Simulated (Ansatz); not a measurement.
**C₃H₁₁OSi (SMILES C[OH+][SiH](C)C) (charge +1): density, localisation and related maps**

The calculation's input:

```
crystal:
  periodic: [false, false, false]
  atoms:
    - symbol: C
      position_ang: [1.881909, -0.357061, 0.583670]
    - symbol: C
      position_ang: [-0.004859, 2.783104, -1.628091]
    - symbol: C
      position_ang: [-1.060604, -0.190024, -1.489761]
    - symbol: O
      position_ang: [1.473772, 0.718837, -0.306740]
    - symbol: Si
      position_ang: [-0.274666, 1.247642, -0.643156]
    - symbol: H
      position_ang: [1.995447, -1.285540, 0.009907]
    - symbol: H
      position_ang: [1.091075, -0.456522, 1.335965]
    - symbol: H
      position_ang: [2.820444, -0.063154, 1.068190]
    - symbol: H
      position_ang: [2.175548, 0.997121, -0.916816]
    - symbol: H
      position_ang: [-0.703197, 1.445342, 0.761719]
    - symbol: H
      position_ang: [0.595696, 3.527719, -1.083990]
    - symbol: H
      position_ang: [-0.987934, 3.241811, -1.828976]
    - symbol: H
      position_ang: [0.457279, 2.578315, -2.606666]
    - symbol: H
      position_ang: [-2.122704, 0.047185, -1.671507]
    - symbol: H
      position_ang: [-1.035374, -1.102784, -0.875258]
    - symbol: H
      position_ang: [-0.596757, -0.398649, -2.465994]
basis:
  gaussian: {orbitals: def2-SVPD}
total_charge: 1
hamiltonian: {xc: pbe0}
output: {forces: true, orbitals: {seedname: orbitals}}
```

Launched as:

```sh
ansatz run input.yaml --threads 2 --pin off --max-ram 4350MiB --events-out events.jsonl --progress --plain --runs-dir runs
```

Geometry: PBE0-D3(BJ)/def2-SVP.

Method: isolated molecule in a Gaussian basis; Kohn-Sham density functional theory, functional PBE0 (Ansatz 0.2.0).

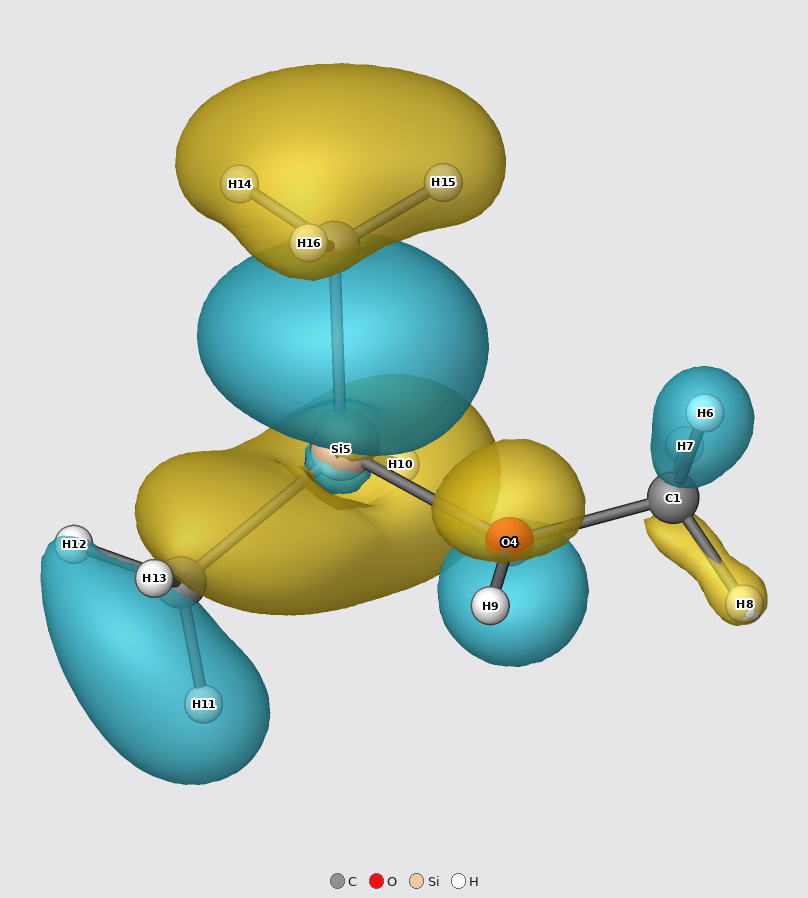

Figure 1. The HOMO at ±0.08 Å⁻³ᐟ² (yellow and cyan are the two phases), seen at an oblique angle.

Question: What is the character of this orbital?

Answer: Its weight (Hirshfeld) is mainly on C3 (about 35 %), Si5 (about 25 %), C2 (about 10 %), O4 (about 5 %) and H10 (about 5 %). Its energy is −13.74 eV.

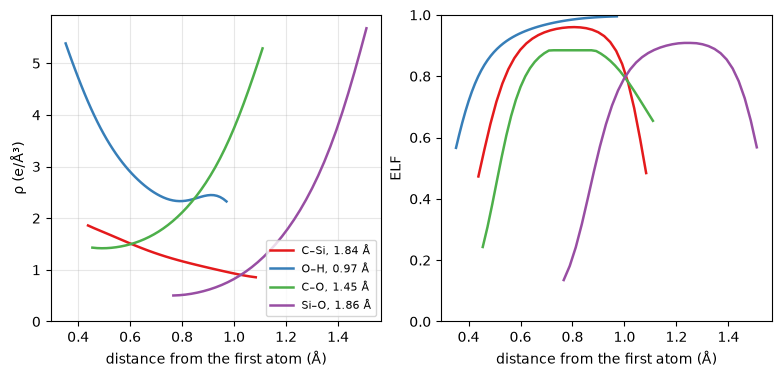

Figure 2. Electron density and ELF along straight lines between neighbouring atoms. The curves leave out the atomic cores.

Question: What kind of bonding do the profiles show?

Answer: C–Si (1.84 Å): ρ is about 1 e/Å³ halfway; the ELF peaks at about 0.95 between the atoms: a covalent bond.
O–H (0.97 Å): ρ at the midpoint is about 3.8 e/Å³; the ELF climbs to about 1 towards the hydrogen, as it does in any bond to H; an ordinary covalent bond to hydrogen.
C–O (1.45 Å): the density is about 1.8 e/Å³ at the midpoint, with its minimum of 1.4 e/Å³ about 0.5 Å from C; the ELF peaks at about 0.90 between the atoms: a shared but strongly polarised pair.
Si–O (1.86 Å): ρ at the midpoint is about 0.66 e/Å³; the ELF peaks at about 0.90 between the atoms, as expected for a shared but strongly polarised pair.

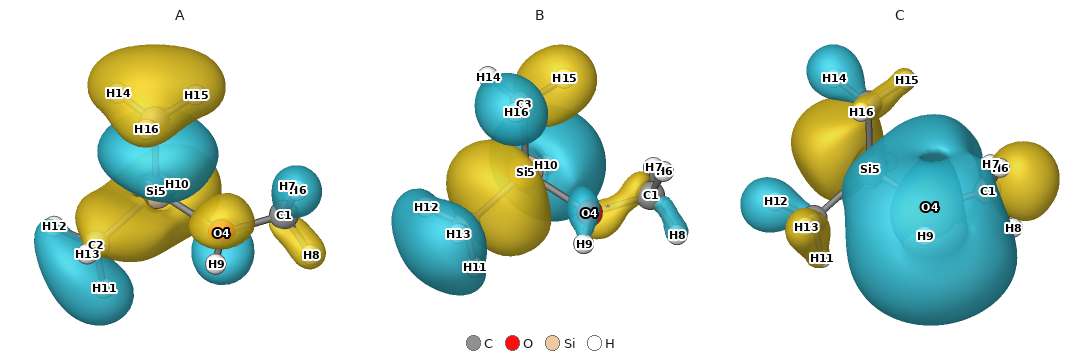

Figure 3. Three frontier orbitals at ±0.06 Å⁻³ᐟ² (yellow and cyan are the two phases), in no order.

Question: Order the three orbitals by energy and name them.

Answer: B is the HOMO−1 (−14.04 eV). It lies mainly on C2 (about 30 %), Si5 (about 25 %) and H10 (about 20 %). A is the HOMO (−13.74 eV). By Hirshfeld shares it lies mainly on C3 (about 35 %), Si5 (about 25 %), C2 (about 10 %), O4 (about 5 %) and H10 (about 5 %). C is the LUMO (−4.91 eV). It lies mainly on H9 (about 25 %), Si5 (about 25 %), O4 (about 15 %) and C1 (about 10 %).

Question: What is the HOMO–LUMO gap?

Answer: 8.83 eV between the orbital energies.
